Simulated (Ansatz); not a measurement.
## A computed series for NiAgO2: pressure series

Base system: NiAgO2 (space group P6_3/mmc, No. 194; a = 2.9022 Å, c = 12.1743 Å; ferromagnetic; a cell from a computed database, its experimental status unchecked).

Cell and atoms are relaxed at each pressure.

Level of theory: PBEsol (Ansatz, a program for electronic structure, PAW, spin-orbit coupling left out).

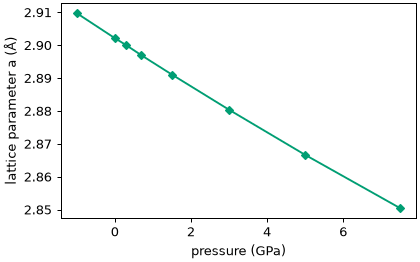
Figure. Lattice parameter a against pressure

| pressure (GPa) | lattice parameter a |
|---|---|
| -1 | 2.910 Å |
| 0.3 | 2.900 Å |
| 0.7 | 2.897 Å |
| 1.5 | 2.891 Å |
| 3 | 2.880 Å |
| 5 | 2.867 Å |
| 7.5 | 2.850 Å |

Load acts through the strain it causes; cell and atoms are relaxed under it. No phonon test of stability was made. Competing high-pressure phases were not computed. No Hubbard U is applied and the magnetic state is the run's own (NiAgO2 ferromagnetic); small cells can't hold the antiferromagnetic order that many such compounds have, so gaps and moments can be off.
